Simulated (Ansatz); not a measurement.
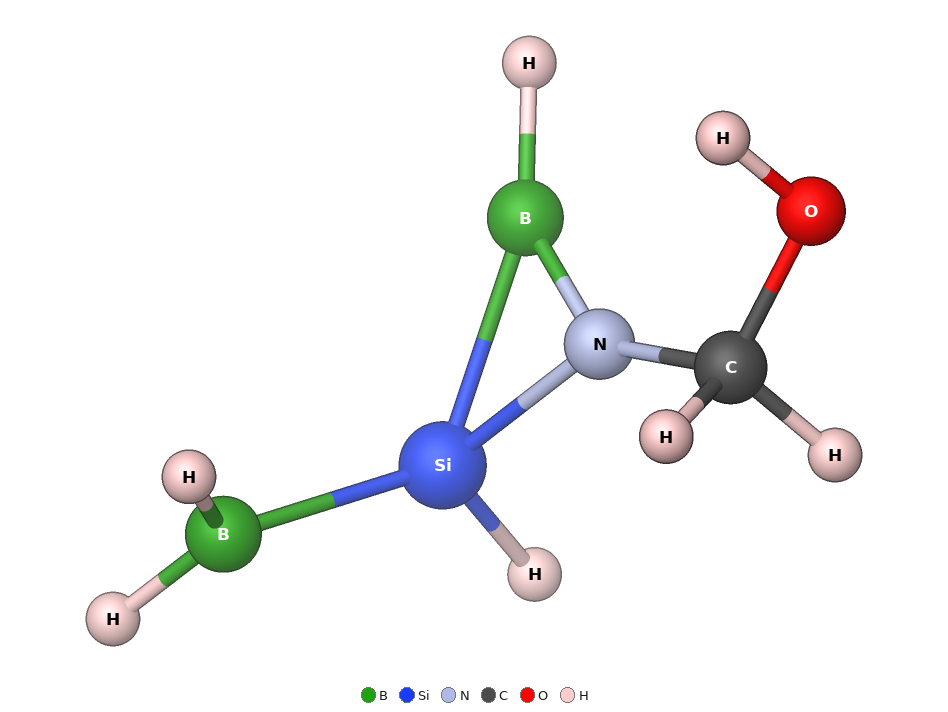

Depth is shown by fading: the farther an atom, the more it takes the colour of the background. The computed structure is the end point of a PBE-D4/def2-SVP optimisation. No frequency run is at hand to confirm it as a minimum.

**List the symmetry elements and name the point group.**

It has no symmetry element but the identity, so the point group is C1. The group has 1 operation. The geometry is chiral, and symmetry allows a dipole moment.
